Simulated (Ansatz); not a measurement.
# A computed series for hypothetical ReO3 type CoCl3: response to strain

Take CoCl$_{3}$ in the ReO3 type structure (space group Pm-3m, No. 221; ferromagnetic; a hypothetical phase, not in the database extracts checked; relaxed with 0.1 eV smearing) as the base.

```cif
data_Cl3Co
_chemical_formula_sum 'Co1 Cl3'
_space_group_name_H-M_alt 'Pm-3m'
_space_group_IT_number 221
_space_group_name_Hall '-P 4 2 3'
_cell_length_a 4.56029
_cell_length_b 4.56029
_cell_length_c 4.56029
_cell_angle_alpha 90.000
_cell_angle_beta 90.000
_cell_angle_gamma 90.000
loop_
_atom_site_label
_atom_site_type_symbol
_atom_site_symmetry_multiplicity
_atom_site_Wyckoff_symbol
_atom_site_fract_x
_atom_site_fract_y
_atom_site_fract_z
_atom_site_occupancy
Co1 Co 1 a 0.00000 0.00000 0.00000 1
Cl1 Cl 3 d 0.00000 0.00000 0.50000 1
```

Strains are applied to the cell and any free atomic positions relax.

Computed with PBEsol (Ansatz, a quantum-chemistry and plane-wave program), no spin-orbit coupling.

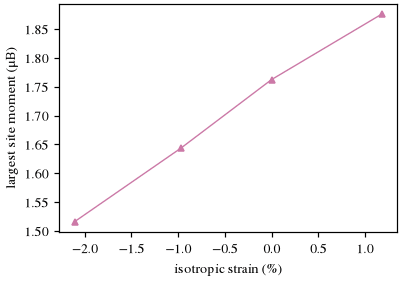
*Largest site moment against isotropic strain*

| isotropic strain (%) | largest site moment |
|---|---|
| -2.11 | 1.52 μB |
| -0.97 | 1.64 μB |
| 1.18 | 1.88 μB |

Stability against distortions was not tested. No Hubbard U is applied and the magnetic state is the run's own (CoCl3 ferromagnetic); other magnetic orders, which need larger cells, were not tried and can change the gap.
